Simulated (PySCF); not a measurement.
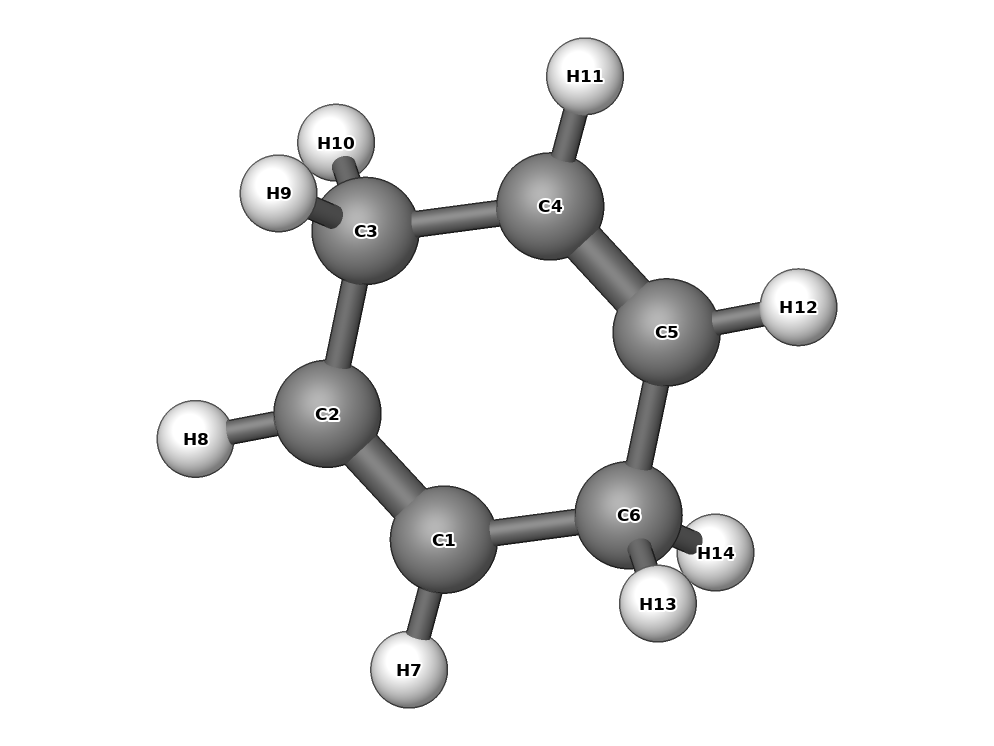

The thickness of each stick grows with its Mayer bond order. Computed geometry: GFN2-xTB optimisation. No frequency run is at hand to confirm it as a minimum. Level of theory: PBE0/pcSseg-1 (PySCF 2.14.0).

Which bond has the highest Mayer bond order?

C1–C2 and C4–C5, 1.94, at a length of 1.321 Å.

List the Mayer bond orders of C1–C2, C1–C6, C1–H7, C3–H9 (one bond of each equivalent set).

```tsv
bond	Mayer order	length (Å)
C1–C2	1.94	1.321
C1–C6	1.05	1.496
C1–H7	0.96	1.082
C3–H9	0.92	1.098
```
